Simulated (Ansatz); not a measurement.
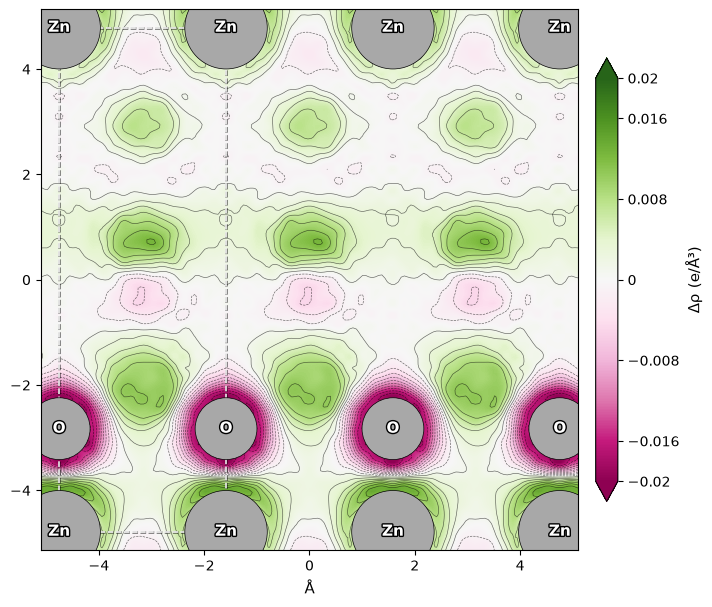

Zn2O. Difference of the valence pseudo-densities of two functionals at the same geometry, on the (010) plane of the calculation cell: one of PBE and r2SCAN less the other.

Both computed with Ansatz (plane waves, PAW), on the same k-point mesh. Grey discs cover the atomic cores.

### Which was subtracted from which, and what does the map show?

It is PBE less r2SCAN. Against r2SCAN, PBE gives more density around Zn (+0.010 e/Å³ on average at 1.0 Å from the nucleus), less density around O (−0.014 e/Å³ on average at 0.7 Å from the nucleus) and a change of +0.005 e/Å³ at the midpoint of Zn–O.
